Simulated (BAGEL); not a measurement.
# AlHSClF (SMILES [F][Al]([SH])[Cl]) at HF/3-21G (density fitting with qzvpp-jkfit)

Aim: the vertical electron affinity of AlHSClF at HF/3-21G (density fitting with qzvpp-jkfit), from 2 runs. 

Program for the calculation: BAGEL 1.2.2.

## 1. The structure to begin with

AlHSClF: 5 atoms, total charge 0, spin state singlet. As SMILES, `[F][Al]([SH])[Cl]`. The shape is that of a PBE0-D4/def2-TZVP optimisation. This is one conformer, not always the lowest.

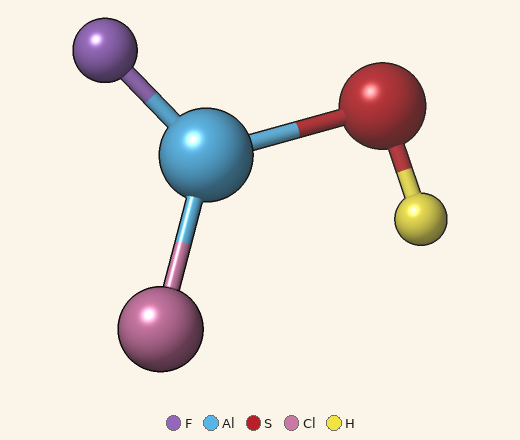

Viewed from a chosen angle; fluorine purple, aluminium blue, sulfur red, chlorine pink, hydrogen yellow.

## 2. The energy at HF/3-21G (density fitting with qzvpp-jkfit)

Contents of job.json:

```json
{ "bagel" : [

{
  "title" : "molecule",
  "basis" : "3-21g",
  "df_basis" : "qzvpp-jkfit",
  "angstrom" : "true",
  "geometry" : [
    { "atom" : "F", "xyz" : [      -1.074800,      -1.532300,       1.120000 ] },
    { "atom" : "Al", "xyz" : [      -0.434500,      -0.368700,       0.162600 ] },
    { "atom" : "S", "xyz" : [       1.608200,       0.228100,       0.503500 ] },
    { "atom" : "Cl", "xyz" : [      -1.607500,       0.476200,      -1.328000 ] },
    { "atom" : "H", "xyz" : [       1.558300,       1.123100,      -0.499600 ] }
  ]
},

{ "title" : "hf" },

{ "title" : "print", "file" : "orbitals.molden", "orbitals" : "true" }

]}
```

Run with:

```sh
$ BAGEL_NUM_THREADS=1 BAGEL job.json > job.out
```

The program printed:

```text
* using 1 threads per process

  ===============================================================
  ===============================================================

  *** Geometry ***

  { "atom" : "F", "xyz" : [     -2.031078,     -2.895627,      2.116493 ] },
  { "atom" : "Al", "xyz" : [     -0.821086,     -0.696742,      0.307269 ] },
  { "atom" : "S", "xyz" : [      3.039058,      0.431047,      0.951477 ] },
  { "atom" : "Cl", "xyz" : [     -3.037735,      0.899888,     -2.509556 ] },
  { "atom" : "H", "xyz" : [      2.944760,      2.122351,     -0.944107 ] },

  Number of auxiliary basis functions:      479

  Since a DF basis is specified, we compute 2- and 3-index integrals:
    o Being stored without compression. Storage requirement is 0.010 GB

  Number of basis functions:       50
  Number of electrons      :       56

    * METHOD: MOLECULE                             0.17

  *** RHF ***

  === Nuclear Repulsion ===
   245.3793436536

      * DIIS with orbital gradients will be used.

  === RHF iteration (3-21g) ===
      0      -1192.99076603          0.02248593           0.05
      1      -1193.08672415          0.01360205           0.05
      2      -1193.11964514          0.00096209           0.05
      3      -1193.12015429          0.00027244           0.05
      4      -1193.12020845          0.00007594           0.05
      5      -1193.12021409          0.00001874           0.05
      6      -1193.12021449          0.00000310           0.05
      7      -1193.12021450          0.00000084           0.05
      8      -1193.12021450          0.00000036           0.05
      9      -1193.12021450          0.00000009           0.05
     10      -1193.12021450          0.00000003           0.04
     11      -1193.12021450          0.00000001           0.04
    * SCF iteration converged.

    * Permanent dipole moment:
           (   -0.230018,    -0.306462,     0.223109) a.u.

    * METHOD: HF                                   0.71

    * METHOD: PRINT                                0.00

  ===============================================================
```

It took 1.1 s on 1 thread of Arm Neoverse V2, shared host; peak memory 0.083 GiB.

## 3. The doublet anion, same level

Contents of hf.json:

```json
{ "bagel" : [

{
  "title" : "molecule",
  "basis" : "3-21g",
  "df_basis" : "qzvpp-jkfit",
  "angstrom" : "true",
  "geometry" : [
    { "atom" : "F", "xyz" : [      -1.074800,      -1.532300,       1.120000 ] },
    { "atom" : "Al", "xyz" : [      -0.434500,      -0.368700,       0.162600 ] },
    { "atom" : "S", "xyz" : [       1.608200,       0.228100,       0.503500 ] },
    { "atom" : "Cl", "xyz" : [      -1.607500,       0.476200,      -1.328000 ] },
    { "atom" : "H", "xyz" : [       1.558300,       1.123100,      -0.499600 ] }
  ]
},

{ "title" : "uhf", "charge" : -1, "nopen" : 1 },

{ "title" : "print", "file" : "orbitals.molden", "orbitals" : "true" }

]}
```

Run with:

```sh
$ BAGEL_NUM_THREADS=1 BAGEL hf.json > hf.out
```

The program printed:

```text
* using 1 threads per process

  ===============================================================
  ===============================================================

  *** Geometry ***

  { "atom" : "F", "xyz" : [     -2.031078,     -2.895627,      2.116493 ] },
  { "atom" : "Al", "xyz" : [     -0.821086,     -0.696742,      0.307269 ] },
  { "atom" : "S", "xyz" : [      3.039058,      0.431047,      0.951477 ] },
  { "atom" : "Cl", "xyz" : [     -3.037735,      0.899888,     -2.509556 ] },
  { "atom" : "H", "xyz" : [      2.944760,      2.122351,     -0.944107 ] },

  Number of auxiliary basis functions:      479

  Since a DF basis is specified, we compute 2- and 3-index integrals:
    o Being stored without compression. Storage requirement is 0.010 GB

  Number of basis functions:       50
  Number of electrons      :       56

    * METHOD: MOLECULE                             0.17

  *** Open-shell HF ***

  === Nuclear Repulsion ===
   245.3793436536

      * DIIS with orbital gradients will be used.

  === UHF iteration (3-21g) ===
      0      -1192.92134510          0.04591750           0.11
      1      -1193.03187538          0.02875966           0.10
      2      -1193.05879906          0.01697781           0.10
      3      -1193.07215976          0.00064692           0.10
      4      -1193.07248787          0.00031088           0.10
      5      -1193.07261100          0.00013053           0.10
      6      -1193.07264552          0.00004001           0.08
      7      -1193.07264935          0.00001099           0.08
      8      -1193.07264961          0.00000433           0.10
      9      -1193.07264964          0.00000187           0.10
     10      -1193.07264965          0.00000136           0.10
     11      -1193.07264966          0.00000132           0.10
     12      -1193.07264966          0.00000135           0.10
     13      -1193.07264965          0.00000123           0.10
     14      -1193.07264963          0.00000086           0.10
     15      -1193.07264962          0.00000050           0.10
     16      -1193.07264962          0.00000029           0.10
     17      -1193.07264962          0.00000012           0.08
     18      -1193.07264962          0.00000005           0.08
     19      -1193.07264962          0.00000003           0.09
     20      -1193.07264962          0.00000002           0.10
     21      -1193.07264962          0.00000001           0.10
     22      -1193.07264962          0.00000001           0.10
     23      -1193.07264962          0.00000001           0.10
     24      -1193.07264962          0.00000001           0.10
     25      -1193.07264962          0.00000001           0.10
     26      -1193.07264962          0.00000001           0.11
    * SCF iteration converged.

    * S^2 (UHF) is 0.7563

    * Permanent dipole moment:
           (   -0.024528,    -0.099016,     0.092281) a.u.

    * METHOD: UHF                                  2.82

    * METHOD: PRINT                                0.00

  ===============================================================
```

It took 3.3 s on 1 thread of Arm Neoverse V2, shared host; peak memory 0.083 GiB.

## 4. Summary of results

At HF/3-21G (density fitting with qzvpp-jkfit):

| quantity | value |
| --- | --- |
| singlet AlHSClF: total energy | -1193.12021 Eh |
| singlet AlHSClF: dipole moment | 1.13 D |
| singlet AlHSClF: HOMO energy | -11.53 eV |
| singlet AlHSClF: LUMO energy | 1.62 eV |
| singlet AlHSClF: HOMO–LUMO gap | 13.15 eV |
| doublet anion: total energy | -1193.07265 Eh |
| doublet anion: ⟨S²⟩ | 0.756 |
| vertical electron affinity (to the doublet anion) | -1.294 eV |

**Reading.** The anion lies 1.29 eV (30 kcal/mol) above the neutral: the electron isn't bound at this level, and such a value depends on the basis. Without diffuse functions anions come out too high. Hartree–Fock misses the correlation that binds many anions.
